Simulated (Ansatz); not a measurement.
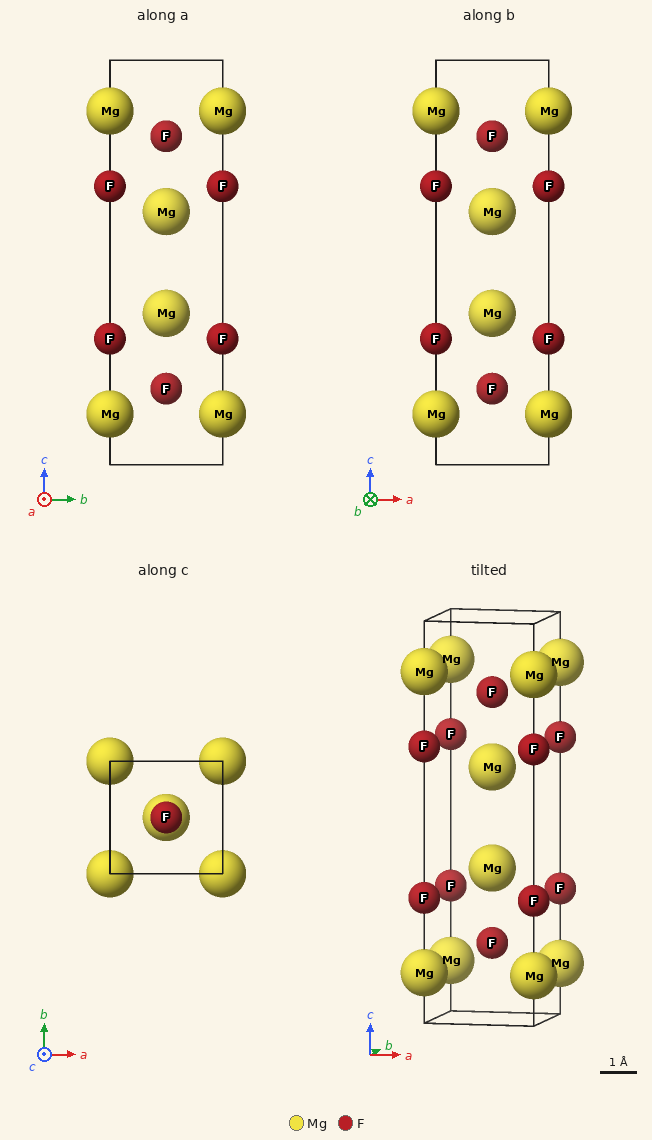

A spheres-only rendering, viewed along the a axis, along the b axis, along the c axis and slightly off an axis. The conventional unit cell is drawn as a box.

Lattice parameters: a = 3.129 Å, b = 3.129 Å, c = 11.247 Å, α = 90.00°, β = 90.00°, γ = 90.00°.

Convert the drawing into a table of Wyckoff sites, with free fractional coordinates to two decimals.

Space group I4/mmm (No. 139).
| atom | site | x | y | z |
| --- | --- | --- | --- | --- |
| Mg | 4e | 0.00 | 0.00 | 0.13 |
| F | 4e | 0.00 | 0.00 | 0.31 |

Starting structure: a structure type filled with these elements by a generator (whether the compound takes this form wasn't checked). Earlier steps of the study may have refined or changed the cell and positions. It was set up as input for a calculation with Ansatz.
